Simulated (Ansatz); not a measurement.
# CH3B (SMILES B[CH]): UCCSDT(Q)/STO-3G

Aim: the energy change on altering one bond length of CH3B at UCCSDT(Q)/STO-3G, from 2 runs. 

The results are computed with Ansatz 0.2.0.

49 further runs of the same task are left out: 3 that didn't finish, 46 set aside as unsound or not needed.

## 1. Starting point

The species is CH3B (5 atoms), meant as a triplet with charge 0. As SMILES, `B[CH]`. Geometry: relaxed at GFN2-xTB.

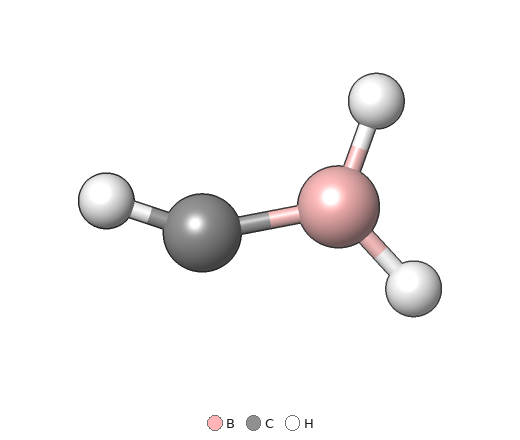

The structure, seen from a chosen angle (boron pink, carbon grey, hydrogen white).

## 2. A single-point energy at UCCSDT(Q)/STO-3G

File molecule.yaml:

```yaml
crystal:
  periodic: [false, false, false]
  atoms:
    - {symbol: B, position_ang: [-0.352450, -0.401400, -0.071360]}
    - {symbol: C, position_ang: [0.507540, 0.779550, -0.141970]}
    - {symbol: H, position_ang: [-0.308550, -1.118250, 0.866820]}
    - {symbol: H, position_ang: [-1.104620, -0.672740, -0.931370]}
    - {symbol: H, position_ang: [1.258080, 1.412850, 0.277880]}
basis:
  gaussian: {orbitals: STO-3G}
scf: {omitted_lower_state_checks: [cluster_reference, increment]}
accuracy: high
magnetization: {spin_polarized: true, initial_magnetization: 2}
correlation: {method: ccsdt_q, frozen_orbitals: {B: 1, C: 1, H: 0}}
```

Launch:

```bash
ansatz run molecule.yaml --threads 1 --pin off --max-ram 2610MiB --events-out events.jsonl --progress --plain --runs-dir runs
```

Standard output (excerpt; [...] marks lines left out):

```text
Warning: RAYON_NUM_THREADS=1 ignored (pool sized by the plan → 1); use --threads N
Functional definition: HF
  name "HF"
[...]
209 factors; integrals over basis functions are off by at most 6.1e-9 eV
[...]
mean field -1725.10611933 eV, -63.3964805665 hartree, gradient 1.9e-8 eV, S^2 2.019004; 0 other end points of the search recorded, 0 dependent functions left out
2 core orbitals not correlated: weight in the atoms' cores, before any rotation towards them, 1.000 or more for the frozen orbitals, at most 0.000 for the correlated occupied ones
reference -1725.10611933 eV, -63.3964805665 hartree; 6, 4 occupied and 5, 7 virtual orbitals, 209 factors
second order -1.50556994 eV of doubles, -0.00000000 eV of singles
cycle   1  -1.92586061 eV  change   -4.2e-1 eV  update   5.4e-2
[...]
cycle  24  -2.22428513 eV  change   6.2e-10 eV  update  4.0e-10
perturbative correction -0.00053323 eV, -0.0000195958 hartree
Total energy: -1727.33093769 eV, -63.4782411333 hartree
Checks for a lower state left out: cluster_reference, increment
```

Wall time 0.6 s (1 thread of Arm Neoverse V1, shared host).

## 3. The distorted shape, same level

File run.yaml:

```yaml
crystal:
  periodic: [false, false, false]
  atoms:
    - {symbol: B, position_ang: [-0.567474, -0.696673, -0.053705]}
    - {symbol: C, position_ang: [0.507540, 0.779550, -0.141970]}
    - {symbol: H, position_ang: [-0.523574, -1.413523, 0.884475]}
    - {symbol: H, position_ang: [-1.319644, -0.968013, -0.913715]}
    - {symbol: H, position_ang: [1.258080, 1.412850, 0.277880]}
basis:
  gaussian: {orbitals: STO-3G}
magnetization: {spin_polarized: true, initial_magnetization: 2}
correlation: {method: ccsdt_q, frozen_orbitals: {B: 1, C: 1, H: 0}}
accuracy: high
scf: {omitted_lower_state_checks: [cluster_reference, increment]}
```

Launch:

```bash
ansatz run run.yaml --threads 1 --pin off --max-ram 2610MiB --events-out events.jsonl --progress --plain --runs-dir runs
```

Standard output (excerpt; [...] marks lines left out):

```text
Warning: RAYON_NUM_THREADS=1 ignored (pool sized by the plan → 1); use --threads N
[... 2 set-up lines as earlier in the session ...]
[...]
206 factors; integrals over basis functions are off by at most 8.4e-9 eV
[...]
mean field -1723.87438820 eV, -63.3512152822 hartree, gradient 2.7e-8 eV, S^2 2.044218; 0 other end points of the search recorded, 0 dependent functions left out
2 core orbitals not correlated: weight in the atoms' cores, before any rotation towards them, 1.000 or more for the frozen orbitals, at most 0.000 for the correlated occupied ones
reference -1723.87438820 eV, -63.3512152822 hartree; 6, 4 occupied and 5, 7 virtual orbitals, 206 factors
second order -1.54612369 eV of doubles, -0.00000000 eV of singles
cycle   1  -2.00134762 eV  change   -4.6e-1 eV  update   6.4e-2
[...]
cycle  27  -2.39320008 eV  change   5.0e-10 eV  update  3.7e-10
perturbative correction -0.00058772 eV, -0.0000215982 hartree
Total energy: -1726.26817599 eV, -63.4391853609 hartree
Checks for a lower state left out: cluster_reference, increment
```

Run time: 0.62 s. Hardware: 1 thread of Arm Neoverse V1, shared host.

## 4. Summary of results

At UCCSDT(Q)/STO-3G, 2 core orbitals frozen:

```
                                                         quantity         value
                                        first shape: total energy  -63.47824 Eh
         first shape: correlation energy (2 core orbitals frozen)     -81.8 mEh
                   first shape: ⟨S²⟩ of the reference determinant         2.019
                                       first shape: T1 diagnostic         0.015
                                    distorted shape: total energy  -63.43919 Eh
     distorted shape: correlation energy (2 core orbitals frozen)     -88.0 mEh
               distorted shape: ⟨S²⟩ of the reference determinant         2.044
                                   distorted shape: T1 diagnostic         0.023
energy change with the B1–C2 bond stretched from 1.463 to 1.828 Å      1.063 eV
```

With the B1–C2 bond stretched from 1.463 to 1.828 Å the energy rises by 1.06 eV (25 kcal/mol). The first shape isn't relaxed at this level, so the change isn't measured from a minimum. The minimal basis adds a large error of its own.
